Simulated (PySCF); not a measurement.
Vertical excitations of a molecule C3H8BNO from PySCF with TDA-CAM-B3LYP/def2-SVPD, as energy in eV (oscillator strength): 6.86 (0.007), 6.95 (0.000), 7.14 (0.479), 7.20 (0.081), 7.23 (0.232), 7.77 (0.011), 7.87 (0.000), 8.00 (0.002), 8.18 (0.000), 8.31 (0.002). Lowest triplet (TDA): 4.00 eV. The structure is a stationary point at PBE0-D3(BJ)/def2-SVP. Other conformers were not sampled.

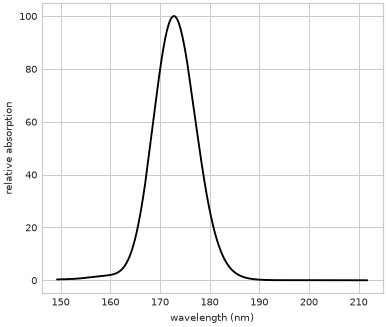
Figure: The lines broadened by 0.4 eV.

### Question
Identify the compound among the candidates.
A. NB1CCCO1
B. C=CB(N)OC
C. C=CCB(N)O
D. C=COB(C)N

### Answer
B, C=CB(N)OC
